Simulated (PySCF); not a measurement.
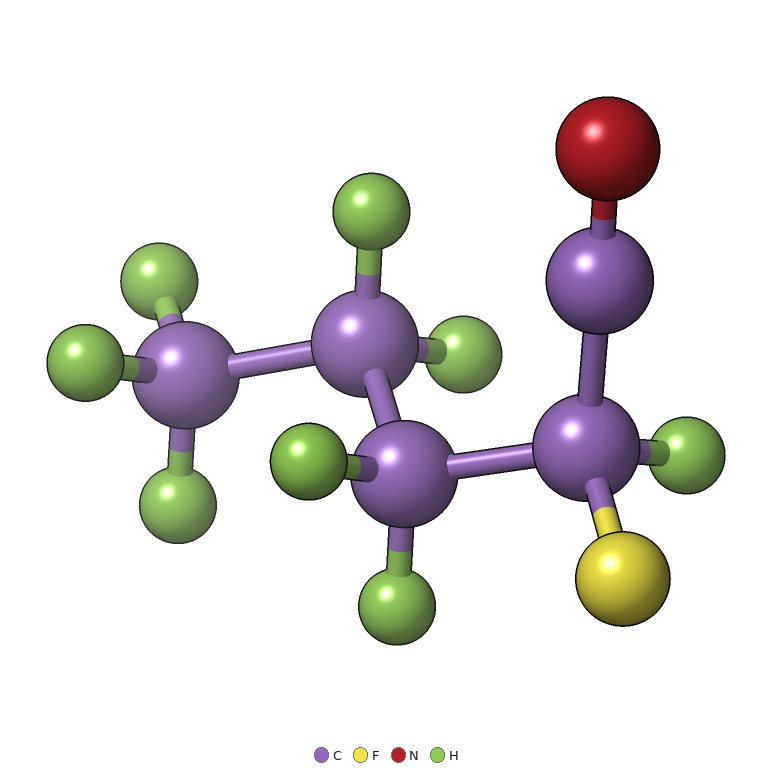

The picture shows a molecular structure as a ball-and-stick model.

Computed geometry: GFN2-xTB optimisation. No frequency run is at hand to confirm it as a minimum.

Which formula does it have?

C₅H₈FN, 15 atoms: 5 carbon, 8 hydrogen, 1 fluorine and 1 nitrogen.

Describe its rings.

It has no ring.

The parts below concern this one geometry. Atoms keep their numbers from picture to picture.

## Geometry

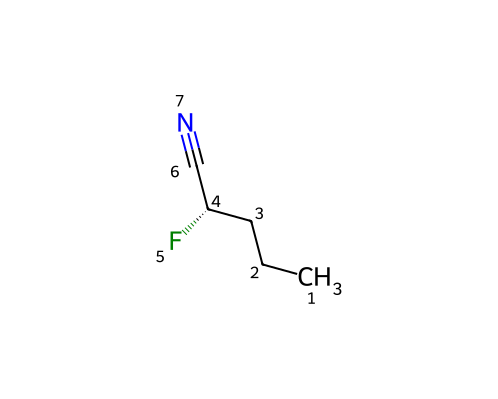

A structural formula, with wedges where it has stereocentres; small numbers name the atoms. The configuration is that of a computed structure (GFN2-xTB).

What are the Cahn–Ingold–Prelog descriptors?

C4: S.

## NMR shielding

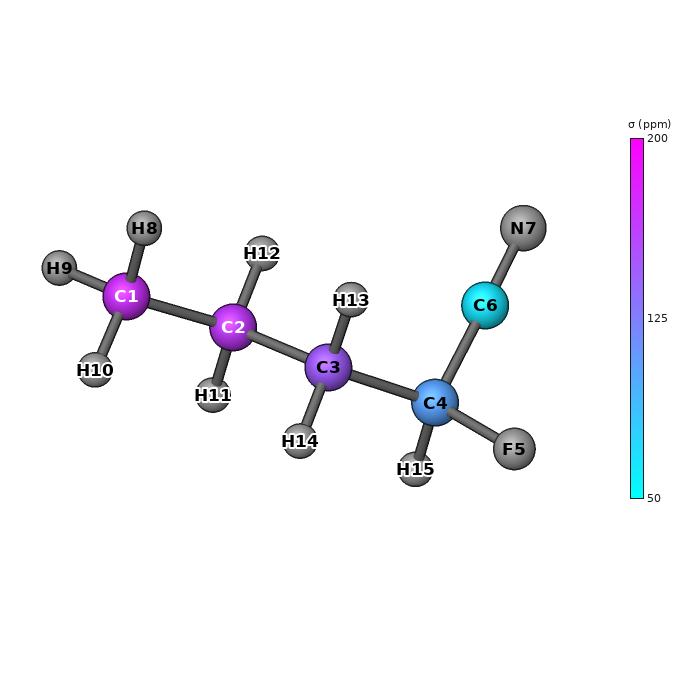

Atoms are coloured by their isotropic NMR shieldings (C only, the others grey). No frequency run is at hand to confirm it as a minimum. Level of theory: GIAO PBE0/pcSseg-1 NMR shielding, non-relativistic, gas phase (PySCF 2.14.0).

Which C atom is the most shielded (lowest chemical shift)?

C1 (170.8 ppm).

Which C atom is the least shielded (highest chemical shift)?

C6 (65.0 ppm).

How wide is the range of C shifts?

105.8 ppm.

Give the isotropic NMR shieldings of the C atoms atom by atom.

| atom | σ (ppm) |
| --- | --- |
| C1 | 170.8 |
| C2 | 165.2 |
| C3 | 145.1 |
| C4 | 103.9 |
| C6 | 65.0 |

## Electronic properties

No frequency run is at hand to confirm it as a minimum. Properties computed with PBE0/def2-SVPD, gas phase (PySCF 2.14.0). Excitations: vertical, linear response.

Computed properties:

- dipole moment: 3.81 D
- HOMO energy (Kohn–Sham orbital): −9.62 eV
- LUMO energy (Kohn–Sham orbital): −0.30 eV
- HOMO–LUMO gap: 9.32 eV
- mean static polarisability: 64.4 bohr³
- lowest vertical singlet excitation: 7.29 eV
- its oscillator strength: 0.000

## Charges

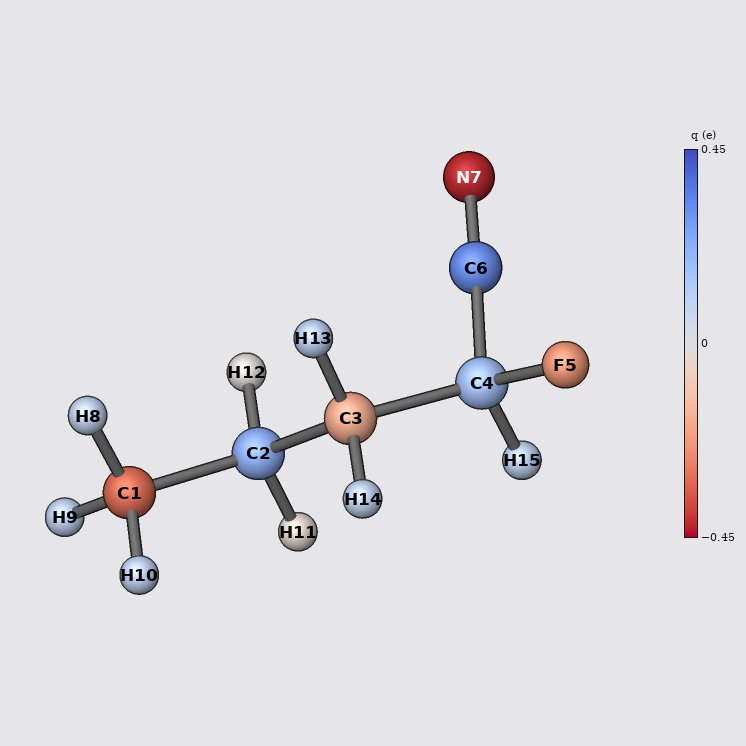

Atoms are coloured by their ESP-fitted charges. No frequency run is at hand to confirm it as a minimum. Properties computed with PBE0/pcSseg-1, gas phase (PySCF 2.14.0).

Which atom carries the highest charge (most positive or least negative)?

C6 (0.30 e).

And the lowest?

N7 (−0.42 e).

Give the ESP-fitted charges atom by atom.

| atom | value (e) |
| --- | --- |
| C1 | −0.30 |
| C2 | 0.20 |
| C3 | −0.17 |
| C4 | 0.15 |
| F5 | −0.22 |
| C6 | 0.30 |
| N7 | −0.42 |
| H8 | 0.08 |
| H9 | 0.08 |
| H10 | 0.07 |
| H11 | −0.03 |
| H12 | −0.01 |
| H13 | 0.09 |
| H14 | 0.08 |
| H15 | 0.09 |
